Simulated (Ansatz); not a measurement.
**Run report: Si8O14F (charge +2), geometry relaxation (part 2 of 2)**

Continued. System: Si8O14F (defect cell, 23 atoms in the cell, total charge +2). Method: DFT PBE, scalar-relativistic, plane waves, PAW, PAW set soft_1, spin-polarised (Ansatz 0.2.0); cutoff 420 eV, 2×2×2 k-mesh, Gaussian smearing of 0.05 eV, collinear spins. The structure derives from an entry of the Crystallography Open Database. It belongs to a series of runs on one base structure; here: end point B relaxed.

Geometry of the input (Å; fractional positions):
```
-4.9709  -4.9709  0.0000
4.9709  -4.9709  0.0000
0.0000  0.0000  6.9278
Si 0.1995  0.5000  0.0000
Si -0.0000  0.1995  0.2500
Si 0.8005  0.5000  0.5000
Si 0.0000  0.8005  0.7500
O  0.3286  0.5677  0.1786
O  0.9323  0.3285  0.4286
O  0.6714  0.4323  0.6786
O  0.0678  0.6714  0.9286
F  1.1715  0.9323  0.6786
O  0.6714  0.5677  0.3214
O  0.0677  0.3286  0.0714
O  0.3286  0.4323  0.8214
Si 0.6995  -0.0000  0.0000
Si 0.5000  0.6995  0.2500
Si 0.3005  0.0000  0.5000
Si 0.5000  0.3005  0.7500
O  0.8285  0.0678  0.1786
O  0.4322  0.8286  0.4286
O  0.5677  0.1715  0.9286
O  0.4323  0.1714  0.5714
O  0.1714  0.0678  0.3214
O  0.5677  0.8286  0.0714
O  0.8286  0.9323  0.8214
```

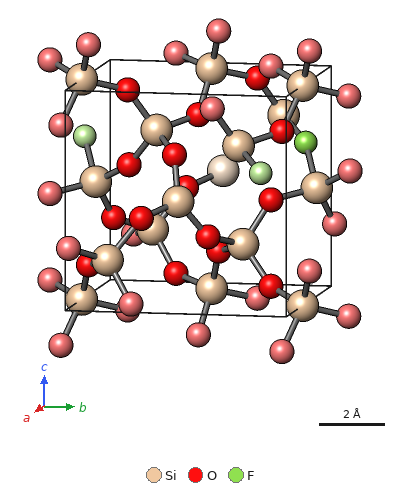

Figure 1. The geometry at step 5 of the log (ball-and-stick view of the cell of the calculation, seen slightly off an axis; neighbours outside the cell are drawn fainter).

The program's output, continued:
```
--- Per-component energies (eV) ---
  E_band       = -726.348177
  E_kinetic    = 2927.318228
  E_local      = -8708.365504  (includes V_loc(G=0)·N_el)
  E_nonlocal   = 988.778746
  E_hartree    = 3259.851663
  E_xc         = -1519.016880
  E_vxc        = -1744.595740  (∫ρ·V_xc dr)
[...]
  E_paw        = -6588.583094  (= ΣΔE_a)
  E_vpaw       = -709.202799  (= ΣTr[D̂ρ^β])
  E_aug_tail   = 0.012279  (compensation charges beyond the density's cutoff)
  E_ewald      = -4227.999516
  E_smearing   = -0.000000  (= −TS)
  E_closure    = 0.000000  (closes the sum)
  E_deformation_potential = 20.344349  (in the stress; not in F)
  Σ components = -13868.004077   (vs F -13868.004077, Δ=0.00e0)
--- Forces (eV/Å), atoms counted from 1 ---
  atom   1  Si     0.00615298     0.00973312     0.00593302
  atom   2  Si    -0.00430106     0.00048546    -0.00976771
  atom   3  Si     0.00059158     0.00608544     0.00916616
  atom   4  Si    -0.00176784    -0.00169552     0.00127436
  atom   5  O     -0.00112296    -0.00496003     0.00220342
  atom   6  O      0.00348911    -0.00286812     0.00021374
  atom   7  O     -0.00181986    -0.00407651    -0.00202107
  atom   8  O     -0.00184514     0.00444833    -0.00346985
  atom   9  F     -0.01378497    -0.01371289    -0.01562015
  atom  10  O     -0.00557035     0.00023062     0.00026307
  atom  11  O      0.00360926    -0.00176444    -0.00210481
  atom  12  O      0.00308273    -0.00339298    -0.00493420
  atom  13  Si     0.01258741    -0.00386103     0.00005780
  atom  14  Si     0.01186280    -0.00727589     0.00718499
  atom  15  Si     0.00134868     0.01357840    -0.00414273
  atom  16  Si    -0.00758940     0.00212438     0.00936287
  atom  17  O      0.00021091     0.00092386     0.00305221
  atom  18  O     -0.01078251    -0.00268345     0.00009424
  atom  19  O      0.00209416    -0.00081228    -0.00369192
  atom  20  O     -0.00236857     0.00058898     0.00034445
  atom  21  O      0.00231785     0.00457505     0.00953784
  atom  22  O     -0.00175106     0.00303451    -0.00229118
  atom  23  O      0.00535617     0.00129134    -0.00063604
  max |Σ_I F_I| component: 8.49e-6 eV/Å
--- Relaxed structure (9 steps of the walk, 8 accepted, 0 SCFs on fresh bases) ---
  F+E_penalty+E_count = -13868.00407733 eV   max|allowed force component| = 1.562e-2 eV/Å
  atoms:
    - { symbol: Si, position: [0.20377444856602153, 0.5027604243693179, 0.004160852130580584] }
    - { symbol: Si, position: [0.012264867806514174, 0.193026081277492, 0.23704766115705644] }
    - { symbol: Si, position: [0.792571142284165, 0.4695235267645514, 0.4823643820926434] }
    - { symbol: Si, position: [-0.03502729156831569, 0.7824612281430401, 0.7606796761255197] }
    - { symbol: O, position: [0.321573761131596, 0.5660533675905591, 0.19575674979338606] }
    - { symbol: O, position: [0.9631902763198921, 0.3333646269058342, 0.4244667596201623] }
    - { symbol: O, position: [0.685647929494, 0.4285702517268949, 0.6791084316984959] }
    - { symbol: O, position: [0.05379658497346579, 0.6733589367506367, 0.940084592693868] }
    - { symbol: F, position: [1.154921905782488, 0.9124995504747906, 0.6628130180754843] }
    - { symbol: O, position: [0.6901270095950299, 0.5752538836396538, 0.30959396294753433] }
    - { symbol: O, position: [0.07918119391666524, 0.31459611035704266, 0.051738636741173] }
    - { symbol: O, position: [0.33867513860392695, 0.4694949015939286, 0.8174117336711604] }
    - { symbol: Si, position: [0.6894889192653887, 0.008615979708599841, 0.005587979828685841] }
    - { symbol: Si, position: [0.499740449392452, 0.701544332142221, 0.25119306538673797] }
    - { symbol: Si, position: [0.3170836004122106, 0.0026056608013219906, 0.486848509946786] }
    - { symbol: Si, position: [0.4972942070825244, 0.3132535463248764, 0.7622430053813062] }
    - { symbol: O, position: [0.8288829222478136, 0.06414727740899889, 0.1839580114238682] }
    - { symbol: O, position: [0.45020148641130586, 0.8229907642317799, 0.4471505935311134] }
    - { symbol: O, position: [0.5604370898632542, 0.19060389049051013, 0.9479188928691462] }
    - { symbol: O, position: [0.4182272035384444, 0.1769463992505907, 0.589228513163627] }
    - { symbol: O, position: [0.18017303836730253, 0.050946501253496354, 0.31097091169269286] }
    - { symbol: O, position: [0.553822595606016, 0.8333566337857531, 0.06856380004679268] }
    - { symbol: O, position: [0.8117015209078388, 0.9425761250081096, 0.8097102599821785] }
```

Trajectory as extended XYZ (Å, eV, eV/Å), 9 frames, from step=1 to step=9:
```
23
Lattice="-4.9709 -4.9709 0.0000 4.9709 -4.9709 0.0000 0.0000 0.0000 6.9278" Properties=species:S:1:pos:R:3:forces:R:3 step=1 energy=-13866.15311
Si    1.4938   -3.4771    0.0000   -2.3479   0.1744   0.6387
Si    0.9917   -0.9917    1.7320    0.3979  -0.1877  -1.4016
Si   -1.4938   -6.4647    3.4639   -0.0341   2.2474  -0.3712
Si    3.9792   -3.9792    5.1959    0.9499   4.8489   2.8942
O     1.1890   -4.4554    1.2373    0.1838   0.3369   0.4046
O    -3.0009   -6.2673    2.9693    0.6461  -0.9962   1.5190
O    -1.1890   -5.4864    4.7012   -0.1872  -2.3270  -0.4102
O     3.0009   -3.6745    6.4332    1.9065  -0.6563  -1.5673
F    -1.1890  -10.4573    4.7012    0.2106  -0.7196   1.4678
O    -0.5155   -6.1599    2.2266   -1.3623  -1.0918   0.7823
O     1.2964   -1.9700    0.4946    0.1484   0.3682  -0.2393
O     0.5155   -3.7819    5.6905    0.6939  -0.0221  -0.4909
Si   -3.4771   -3.4771    0.0000    1.2099   0.3208   1.4093
Si    0.9917   -5.9626    1.7320    0.9004  -0.0194  -1.1032
Si   -1.4938   -1.4938    3.4639   -1.1657  -4.3388  -5.0007
Si   -0.9917   -3.9792    5.1959    0.1361   0.3558   1.1627
O    -3.7819   -4.4554    1.2373   -0.2784   0.2668   0.3622
O     1.9700   -6.2673    2.9693    0.6646   0.3781   1.6136
O    -1.9700   -3.6745    6.4332    0.2403   0.0146  -0.0548
O    -1.2964   -3.0009    3.9585   -0.0398   1.0027  -0.1977
O    -0.5155   -1.1890    2.2266   -1.0754   0.5330   1.2189
O     1.2964   -6.9409    0.4946   -0.1206   0.3591  -0.2927
O     0.5155   -8.7528    5.6905   -1.6766  -0.8472  -2.3438
23
Lattice="-4.9709 -4.9709 0.0000 4.9709 -4.9709 0.0000 0.0000 0.0000 6.9278" Properties=species:S:1:pos:R:3:forces:R:3 step=2 energy=-13866.91468
Si    1.4936   -3.4683    0.0012   -1.5413   0.0027   0.5410
Si    0.9774   -0.9925    1.7258    0.3208  -0.1260  -0.9812
Si   -1.5120   -6.4486    3.4606   -0.0032   1.7899  -0.4383
Si    3.9987   -3.9199    5.1937    0.5762   3.0327   1.9926
O     1.1901   -4.4436    1.2468    0.1780   0.2596   0.3470
O    -3.0248   -6.2847    2.9852    0.3186  -0.8191   1.1050
O    -1.1878   -5.5240    4.7218   -0.0919  -1.6110  -0.0675
O     3.0213   -3.6495    6.4257    1.0493  -0.4182  -1.0064
F    -1.1860  -10.4392    4.6832    0.1285  -0.3034   0.8356
O    -0.5341   -6.1692    2.2241   -0.8439  -0.9046   0.4789
O     1.2930   -1.9561    0.4814    0.1426   0.3101  -0.2330
O     0.5368   -3.7936    5.6833    0.5135  -0.0984  -0.5392
Si   -3.4576   -3.4704    0.0098    0.6928   0.1186   0.9671
Si    0.9875   -5.9591    1.7301    0.6104   0.0341  -0.7880
Si   -1.5111   -1.5361    3.4360   -0.6943  -3.1067  -3.2186
Si   -0.9777   -4.0033    5.2151    0.0287   0.3637   0.6974
O    -3.7916   -4.4462    1.2486   -0.2406   0.2383   0.2602
O     1.9539   -6.2794    2.9815    0.2047   0.3365   1.2294
O    -1.9462   -3.6819    6.4552    0.1690  -0.0331   0.0124
O    -1.3000   -3.0281    3.9653   -0.0073   0.7417  -0.0519
O    -0.5404   -1.2013    2.2126   -0.5674   0.4864   0.7800
O     1.3086   -6.9287    0.4903   -0.1067   0.2872  -0.2829
O     0.5342   -8.7349    5.6699   -0.8364  -0.5813  -1.6402
23
Lattice="-4.9709 -4.9709 0.0000 4.9709 -4.9709 0.0000 0.0000 0.0000 6.9278" Properties=species:S:1:pos:R:3:forces:R:3 step=3 energy=-13867.87877
Si    1.4966   -3.4590    0.0041    0.0930  -0.0455   0.0595
Si    0.9373   -0.9974    1.7008    0.0350  -0.1086  -0.1347
Si   -1.5699   -6.3582    3.4316    0.0251   0.6671  -0.0889
Si    4.0660   -3.7842    5.1998   -0.0683   0.1889   0.4005
O     1.1939   -4.4102    1.2790    0.0789   0.0945   0.1528
O    -3.1091   -6.3388    3.0282    0.0509  -0.2698   0.1773
O    -1.1860   -5.6109    4.7879   -0.0409  -0.3309   0.0248
O     3.0686   -3.6052    6.4144   -0.2455  -0.0724   0.0507
F    -1.1776  -10.3747    4.6066    0.0268   0.0819   0.0568
O    -0.5867   -6.1912    2.1945   -0.0460  -0.3342  -0.0314
O     1.2939   -1.9203    0.4309    0.0386   0.1331  -0.0220
O     0.6062   -3.8382    5.6457    0.1005  -0.1792  -0.2758
Si   -3.4008   -3.4634    0.0444   -0.4182  -0.0416  -0.0948
Si    0.9708   -5.9464    1.7215    0.2997  -0.0847  -0.0495
Si   -1.5659   -1.6507    3.3664   -0.0694  -0.4042  -0.5022
Si   -0.9379   -4.0572    5.2760   -0.1496   0.2977  -0.1847
O    -3.8274   -4.4205    1.2853   -0.0385   0.1138   0.0184
O     1.8808   -6.3007    3.0365   -0.1174   0.0692   0.2732
O    -1.8716   -3.7065    6.5373    0.0781  -0.1203   0.1461
O    -1.3141   -3.0877    4.0052    0.0044   0.2602   0.0670
O    -0.6046   -1.2282    2.1700    0.0684   0.1218   0.1016
O     1.3418   -6.8967    0.4712   -0.0772   0.0960  -0.0425
O     0.6215   -8.7126    5.6098    0.3721  -0.1331  -0.1026
23
Lattice="-4.9709 -4.9709 0.0000 4.9709 -4.9709 0.0000 0.0000 0.0000 6.9278" Properties=species:S:1:pos:R:3:forces:R:3 step=4 energy=-13867.96592
Si    1.4868   -3.5129    0.0261    0.2209  -0.0988  -0.0345
Si    0.9189   -1.0312    1.6528   -0.0698  -0.0963  -0.1488
Si   -1.6053   -6.2146    3.3473   -0.1262  -0.4545   0.0523
Si    4.0806   -3.7382    5.3078   -0.1020   0.2868  -0.4795
O     1.1303   -4.4158    1.3303   -0.0100   0.0054   0.0049
O    -3.1363   -6.4203    2.9790    0.0626   0.1225  -0.0007
O    -1.2559   -5.5161    4.7182    0.0460   0.1422  -0.0118
O     3.0787   -3.7292    6.5313   -0.1742   0.0057   0.2879
F    -1.1619  -10.2173    4.4842   -0.0258  -0.2603  -0.0168
O    -0.5845   -6.3404    2.1457   -0.0024   0.1271   0.0455
O     1.2820   -1.9457    0.3721   -0.0388   0.0653   0.0731
O     0.6477   -3.9398    5.6353   -0.0625  -0.0051   0.0019
Si   -3.3814   -3.4821    0.0583   -0.0852  -0.1088  -0.2311
Si    0.9777   -5.9770    1.7316    0.0632   0.0561  -0.1282
Si   -1.5691   -1.5785    3.3419   -0.0097  -0.0719   0.1599
Si   -0.9264   -3.9997    5.2979    0.0471   0.0702   0.0049
O    -3.8312   -4.4417    1.2888    0.0407   0.0425   0.0868
O     1.8530   -6.2770    3.0830   -0.0473  -0.0328  -0.0527
O    -1.8301   -3.7509    6.6095    0.0264  -0.0127  -0.0039
O    -1.2739   -2.9303    4.1173    0.0040   0.0385  -0.0417
O    -0.6321   -1.2431    2.1045    0.0240   0.0135  -0.0276
O     1.3874   -6.9041    0.4717   -0.0586   0.1141   0.1117
O     0.6707   -8.7530    5.6126    0.2776   0.0511   0.3487
23
Lattice="-4.9709 -4.9709 0.0000 4.9709 -4.9709 0.0000 0.0000 0.0000 6.9278" Properties=species:S:1:pos:R:3:forces:R:3 step=5 energy=-13867.95807 accepted=F
Si    1.4633   -3.5169    0.0193   -0.0260  -0.0793  -0.1031
Si    0.8971   -1.0356    1.6406    0.0557  -0.0365  -0.0798
Si   -1.6063   -6.2620    3.3209    0.0894   0.0035   0.1019
Si    4.0500   -3.6677    5.2968    0.1732  -0.4065   0.1303
O     1.1292   -4.4172    1.3316    0.0382  -0.0167   0.0039
O    -3.1260   -6.4788    2.9339   -0.0900   0.0473  -0.0368
O    -1.2513   -5.5167    4.6712   -0.1034  -0.0985  -0.0888
O     3.0624   -3.6764    6.5425   -0.0459   0.2389   0.0950
F    -1.1709  -10.2677    4.6478   -0.1361  -0.2410  -0.5024
O    -0.5580   -6.3654    2.1429   -0.0398   0.0280  -0.0192
O     1.1597   -1.9603    0.3442    0.0424   0.0529   0.0904
O     0.6610   -3.9775    5.6118   -0.1121   0.0020   0.0631
Si   -3.3667   -3.4805    0.0518    0.0302  -0.0152  -0.0897
Si    1.0049   -5.9782    1.7447   -0.0514   0.0151  -0.1058
Si   -1.5597   -1.5376    3.3923   -0.0138  -0.1261   0.0592
Si   -0.9139   -4.0036    5.2557    0.0760   0.0409  -0.0139
O    -3.7654   -4.4602    1.2851   -0.0086   0.0832   0.0494
O     1.8570   -6.2747    3.1093    0.0646   0.1323   0.0951
O    -1.8238   -3.7402    6.5584   -0.0417  -0.0376  -0.0220
O    -1.2441   -2.9419    4.0628    0.0616   0.0191   0.1108
O    -0.6444   -1.1624    2.1441   -0.0101   0.1667   0.1802
O     1.4358   -6.9041    0.4952   -0.0478  -0.0051   0.0199
O     0.6356   -8.7333    5.6446    0.0952   0.2325   0.0622
23
Lattice="-4.9709 -4.9709 0.0000 4.9709 -4.9709 0.0000 0.0000 0.0000 6.9278" Properties=species:S:1:pos:R:3:forces:R:3 step=6 energy=-13867.99682
Si    1.4912   -3.5009    0.0192   -0.0717   0.0365  -0.0460
Si    0.9173   -1.0210    1.6567   -0.0025  -0.0333  -0.0264
Si   -1.6026   -6.2768    3.3733    0.0243   0.0353  -0.1155
Si    4.0783   -3.7357    5.2752   -0.0373  -0.0498   0.0655
O     1.1504   -4.4077    1.3231    0.0141   0.0301   0.0275
O    -3.1355   -6.4184    2.9814    0.0570  -0.0021   0.0383
O    -1.2443   -5.5429    4.7301    0.0004   0.0000   0.0065
O     3.0789   -3.6813    6.5129    0.1571  -0.0145  -0.1180
F    -1.1705  -10.2823    4.5368    0.0447   0.1125   0.1222
O    -0.5847   -6.3092    2.1569   -0.0401   0.0028   0.0791
O     1.2586   -1.9381    0.3760    0.0170  -0.0213  -0.0183
O     0.6448   -3.9294    5.6315    0.0151  -0.0208   0.0212
Si   -3.3829   -3.4717    0.0549    0.0510  -0.0009   0.0503
Si    0.9793   -5.9636    1.7307   -0.0329  -0.0192   0.0200
Si   -1.5726   -1.5979    3.3477    0.0151  -0.0114  -0.0563
Si   -0.9257   -4.0127    5.2844   -0.0152  -0.0128   0.0076
O    -3.8134   -4.4327    1.2925   -0.0061   0.0055   0.0494
O     1.8530   -6.2827    3.0785    0.0055  -0.0125   0.0393
O    -1.8360   -3.7334    6.5853    0.0345  -0.0207  -0.0010
O    -1.2763   -2.9744    4.0760    0.0077   0.0201  -0.0135
O    -0.6313   -1.2158    2.1232   -0.0144   0.0213   0.0315
O     1.3838   -6.8940    0.4772   -0.0209  -0.0287  -0.0458
O     0.6657   -8.7364    5.6238   -0.2027  -0.0157  -0.1177
23
Lattice="-4.9709 -4.9709 0.0000 4.9709 -4.9709 0.0000 0.0000 0.0000 6.9278" Properties=species:S:1:pos:R:3:forces:R:3 step=7 energy=-13867.99925
Si    1.4738   -3.4913    0.0234    0.0527  -0.0329   0.0030
Si    0.9179   -1.0096    1.6576   -0.0083   0.0296  -0.0088
Si   -1.5892   -6.2848    3.3479   -0.0277  -0.0155   0.0184
Si    4.0557   -3.7422    5.2890    0.0146  -0.0125  -0.1086
O     1.1734   -4.4018    1.3365   -0.0236  -0.0150   0.0048
O    -3.1195   -6.4399    2.9594   -0.0159   0.0078  -0.0205
O    -1.2416   -5.5553    4.7090    0.0124   0.0195   0.0117
O     3.0701   -3.6317    6.5271   -0.0263   0.0168   0.0322
F    -1.2079  -10.3105    4.6251   -0.0080  -0.0604  -0.1272
O    -0.5696   -6.3084    2.1383   -0.0232  -0.0089   0.0063
O     1.1994   -1.9322    0.3659   -0.0111  -0.0297  -0.0125
O     0.6445   -3.9650    5.6414    0.0237   0.0238  -0.0128
Si   -3.3814   -3.4695    0.0422   -0.0184  -0.0456  -0.0265
Si    0.9955   -5.9640    1.7250    0.0307   0.0321  -0.0067
Si   -1.5687   -1.5955    3.3604    0.0559   0.0741   0.0931
Si   -0.9203   -4.0287    5.2659   -0.0490  -0.0047   0.0441
O    -3.7863   -4.4244    1.2954   -0.0193  -0.0189   0.0023
O     1.8582   -6.2934    3.0802   -0.0583  -0.0041  -0.0051
O    -1.8405   -3.7434    6.5582    0.0088   0.0128  -0.0185
O    -1.2514   -2.9847    4.0548    0.0327  -0.0178   0.0150
O    -0.6249   -1.1585    2.1591   -0.0139   0.0436   0.0528
O     1.3948   -6.8900    0.4648    0.0174   0.0018  -0.0120
O     0.6436   -8.7342    5.6208    0.0539   0.0042   0.0755
23
Lattice="-4.9709 -4.9709 0.0000 4.9709 -4.9709 0.0000 0.0000 0.0000 6.9278" Properties=species:S:1:pos:R:3:forces:R:3 step=8 energy=-13868.00311
Si    1.4891   -3.5165    0.0236    0.0040  -0.0027   0.0002
Si    0.8947   -1.0270    1.6351   -0.0078  -0.0151  -0.0128
Si   -1.6123   -6.2715    3.3451    0.0241  -0.0098  -0.0285
Si    4.0709   -3.7153    5.2634   -0.0102   0.0528   0.0584
O     1.2212   -4.4125    1.3551   -0.0034   0.0058  -0.0146
O    -3.1332   -6.4484    2.9333   -0.0213  -0.0058   0.0068
O    -1.2944   -5.5344    4.7085    0.0017   0.0113   0.0199
O     3.0829   -3.6158    6.5048    0.0025  -0.0072  -0.0298
F    -1.1883  -10.2736    4.5845   -0.0095  -0.0198  -0.0204
O    -0.5718   -6.2836    2.1529    0.0117   0.0045  -0.0159
O     1.1683   -1.9617    0.3500    0.0154  -0.0121  -0.0052
O     0.6495   -4.0265    5.6605    0.0163   0.0032   0.0101
Si   -3.3816   -3.4698    0.0405    0.0014   0.0123   0.0383
Si    1.0029   -5.9689    1.7474    0.0063   0.0017   0.0038
Si   -1.5652   -1.5886    3.3716    0.0064  -0.0078   0.0129
Si   -0.9177   -4.0283    5.2855    0.0089  -0.0053  -0.0167
O    -3.8094   -4.4457    1.2670    0.0009   0.0159   0.0053
O     1.8498   -6.3176    3.1100    0.0278  -0.0131  -0.0137
O    -1.8324   -3.7321    6.5777   -0.0287   0.0018  -0.0004
O    -1.2040   -2.9535    4.0907   -0.0017  -0.0069   0.0003
O    -0.6466   -1.1631    2.1461   -0.0061   0.0123   0.0189
O     1.3946   -6.8984    0.4882   -0.0116   0.0033   0.0015
O     0.6584   -8.7059    5.6058   -0.0272  -0.0194  -0.0182
23
Lattice="-4.9709 -4.9709 0.0000 4.9709 -4.9709 0.0000 0.0000 0.0000 6.9278" Properties=species:S:1:pos:R:3:forces:R:3 step=9 energy=-13868.00408
Si    1.4862   -3.5121    0.0288    0.0062   0.0097   0.0059
Si    0.8985   -1.0205    1.6422   -0.0043   0.0005  -0.0098
Si   -1.6058   -6.2737    3.3417    0.0006   0.0061   0.0092
Si    4.0637   -3.7154    5.2698   -0.0018  -0.0017   0.0013
O     1.2153   -4.4123    1.3562   -0.0011  -0.0050   0.0022
O    -3.1308   -6.4450    2.9406    0.0035  -0.0029   0.0002
O    -1.2779   -5.5387    4.7047   -0.0018  -0.0041  -0.0020
O     3.0798   -3.6146    6.5127   -0.0018   0.0044  -0.0035
F    -1.2051  -10.2769    4.5918   -0.0138  -0.0137  -0.0156
O    -0.5710   -6.2901    2.1448   -0.0056   0.0002   0.0003
O     1.1702   -1.9574    0.3584    0.0036  -0.0018  -0.0021
O     0.6503   -4.0173    5.6629    0.0031  -0.0034  -0.0049
Si   -3.3846   -3.4702    0.0387    0.0126  -0.0039   0.0001
Si    1.0031   -5.9715    1.7402    0.0119  -0.0073   0.0072
Si   -1.5632   -1.5891    3.3728    0.0013   0.0136  -0.0041
Si   -0.9148   -4.0292    5.2807   -0.0076   0.0021   0.0094
O    -3.8014   -4.4392    1.2744    0.0002   0.0009   0.0031
O     1.8531   -6.3289    3.0978   -0.0108  -0.0027   0.0001
O    -1.8384   -3.7334    6.5670    0.0021  -0.0008  -0.0037
O    -1.1994   -2.9585    4.0821   -0.0024   0.0006   0.0003
O    -0.6424   -1.1489    2.1543    0.0023   0.0046   0.0095
O     1.3895   -6.8955    0.4750   -0.0018   0.0030  -0.0023
O     0.6506   -8.7203    5.6095    0.0054   0.0013  -0.0006
```

Results in brief:

```csv
quantity,value
outcome,converged
electrons treated,121
free energy,−13868.0041 eV
Fermi energy,2.340 eV
net moment of the cell,1.00 μB
integrated absolute moment,1.03 μB
final volume,342.37 Å³
largest force (length of the vector) at the end,0.025 eV/Å
hardware,"2 threads of Intel Xeon (Sapphire Rapids), 32 GiB of memory available, shared host"
wall time,72 s (CPU time 2.4 min)
peak memory,0.9 GiB
```

The cell is charged and computed with a neutralising background, so its energy and pressure depend on the cell and aren't those of a real crystal.
